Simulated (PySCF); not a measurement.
# NO (nitric oxide) at 6 levels

Aim: a comparison of 6 runs (UBP86/cc-pVDZ, UBP86/cc-pCVDZ, UBP86/cc-pwCVDZ, UBP86/cc-pVTZ, UBP86/cc-pCVTZ, UBP86/cc-pwCVTZ) of NO (nitric oxide). 

The results are computed with PySCF 2.14.0.

### 1 The structure to begin with

The species is NO (2 atoms), meant as a doublet with charge 0. As SMILES, `[N]=O`. Geometry: relaxed at GFN2-xTB.

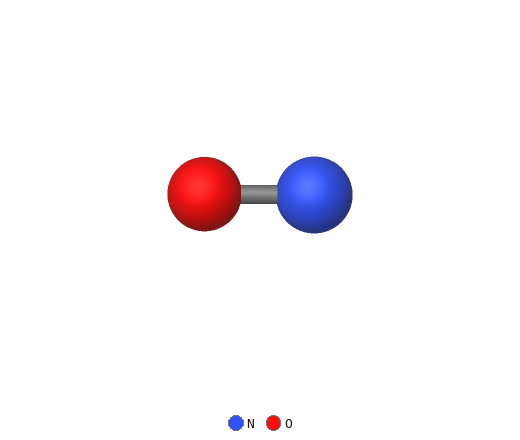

The structure, seen from a chosen angle (nitrogen blue, oxygen red).

### 2 The energy at UBP86/cc-pVDZ (run 1)

job.py

```python
from pyscf import gto, dft

mol = gto.M(
    atom='''
N     -0.490230     0.179450    -0.247330
O      0.490230    -0.179450     0.247330
''',
    basis='cc-pvdz',
    max_memory=1860,
    verbose=4,
    charge=0,
    spin=1,
)

calc0 = dft.UKS(mol)
calc0.xc = 'bp86'
calc0.conv_tol = 1e-10
calc0.grids.level = 4
calc0.kernel()
if not calc0.converged:
    calc0 = calc0.newton().run(calc0.mo_coeff, calc0.mo_occ)

e_final = calc0.e_tot
print(f'total energy: {e_final:.8f} hartree')
```

The run is started by

```bash
$ OMP_NUM_THREADS=1 python job.py
```

The log of the run:

```text
PySCF version 2.14.0

[... 50 lines left out ...]
[... the frontier-level lines of each cycle are left out ...]
[... 44 lines left out ...]
converged SCF energy = -129.907175757682  <S^2> = 0.75135206  2S+1 = 2.0013516
total energy: -129.90717576 hartree
```

Run time: 2 s. Hardware: 1 thread of Arm Neoverse V1, shared host; peak memory 0.18 GiB.

### 3 A single-point energy at UBP86/cc-pCVDZ (run 2)

geometry.xyz

```xyz
2
NO
N     -0.490230     0.179450    -0.247330
O      0.490230    -0.179450     0.247330
```

calc.py

```python
from pyscf import gto, dft

system = gto.Mole()
system.atom = 'geometry.xyz'
system.spin = 1
system.basis = 'cc-pcvdz'
system.max_memory = 1860
system.verbose = 3
system.build()

ks = dft.UKS(system)
ks.xc = 'bp86'
ks.grids.level = 4
ks.conv_tol = 1e-10
ks.kernel()
if not ks.converged:
    ks = ks.newton().run(ks.mo_coeff, ks.mo_occ)

etot = ks.e_tot
print('E(%s) = %.9f' % ('BP86', etot))
```

The run is started by

```bash
$ OMP_NUM_THREADS=1 python calc.py
```

The log of the run:

```text
WARN: HOMO -0.132236213707774 >= LUMO -0.132236213707769

converged SCF energy = -129.910585587842  <S^2> = 0.75135366  2S+1 = 2.0013532
E(BP86) = -129.910585588
```

It took 2.2 s on 1 thread of Arm Neoverse V1, shared host; peak memory 0.2 GiB.

Runs 3 to 4 aren't shown in full; the table further down has their settings and results.

### 4 The energy at UBP86/cc-pCVTZ (run 5)

mol.xyz

```xyz
2

N     -0.490230     0.179450    -0.247330
O      0.490230    -0.179450     0.247330
```

run.py

```python
# [N]=O
from pyscf import gto, dft

mol = gto.M(
    atom='mol.xyz',
    max_memory=1860,
    verbose=3,
    basis='cc-pcvtz',
    spin=1,
)

mf = dft.UKS(mol)
mf.xc = 'bp86'
mf.conv_tol = 1e-10
mf.grids.level = 4
mf.kernel()
if not mf.converged:
    mf = mf.newton().run(mf.mo_coeff, mf.mo_occ)

etot = mf.e_tot
print('E = %.10f Eh' % etot)
```

The run is started by

```bash
$ OMP_NUM_THREADS=1 python run.py
```

The log of the run:

```text
WARN: HOMO -0.135703643495002 >= LUMO -0.135703643495003

converged SCF energy = -129.948733349454  <S^2> = 0.75176371  2S+1 = 2.0017629
E = -129.9487333495 Eh
```

Wall time 5.7 s (1 thread of Arm Neoverse V1, shared host); peak memory 0.36 GiB.

### 5 The energy at UBP86/cc-pwCVTZ (run 6)

run.py

```python
# [N]=O
from pyscf import gto, dft

molecule = gto.Mole()
molecule.atom = '''
N     -0.926400     0.339111    -0.467386
O      0.926400    -0.339111     0.467386
'''
molecule.max_memory = 1860
molecule.basis = 'cc-pwcvtz'
molecule.unit = 'bohr'
molecule.charge = 0
molecule.spin = 1
molecule.verbose = 4
molecule.build()

mf = dft.UKS(molecule)
mf.xc = 'bp86'
mf.grids.level = 4
mf.conv_tol = 1e-10
mf.kernel()
if not mf.converged:
    mf = mf.newton().run(mf.mo_coeff, mf.mo_occ)

e_final = mf.e_tot
print('E = %.10f Eh' % e_final)
```

The run is started by

```bash
$ OMP_NUM_THREADS=1 python run.py
```

The log of the run:

```text
PySCF version 2.14.0

[... 50 lines left out ...]
[... the frontier-level lines of each cycle are left out ...]
[... 3 lines left out ...]
[... 42 lines left out ...]
converged SCF energy = -129.948347381894  <S^2> = 0.75176728  2S+1 = 2.0017665
E = -129.9483473819 Eh
```

It took 6 s on 1 thread of Arm Neoverse V1, shared host; peak memory 0.36 GiB.

### 6 Overview of the runs

```tsv
run	level	energy (Eh)	dipole moment (D)	HOMO energy (eV)	LUMO energy (eV)	wall time
1	UBP86/cc-pVDZ	-129.907176	0.16	-4.11	-3.86	2 s
2	UBP86/cc-pCVDZ	-129.910586	0.16	-4.12	-3.87	2.2 s
3	UBP86/cc-pwCVDZ	-129.911120	0.15	-4.14	-3.89	2.5 s
4	UBP86/cc-pVTZ	-129.945572	0.18	-4.48	-4.17	3.9 s
5	UBP86/cc-pCVTZ	-129.948733	0.18	-4.47	-4.17	5.7 s
6	UBP86/cc-pwCVTZ	-129.948347	0.18	-4.47	-4.17	6 s
```

### 7 Summary of results

| quantity | value |
| --- | --- |
| run 6: total energy | -129.94835 Eh |
| run 6: dipole moment | 0.18 D |
| run 6: HOMO energy (highest over α and β) | -4.47 eV |
| run 6: LUMO energy (lowest over α and β) | -4.17 eV |
| run 6: ⟨S²⟩ | 0.752 |

What this shows: The dipole moment (its size) runs from 0.15 D (UBP86/cc-pwCVDZ) to 0.18 D (UBP86/cc-pwCVTZ). All runs together took 22 s, the longest 6 s.
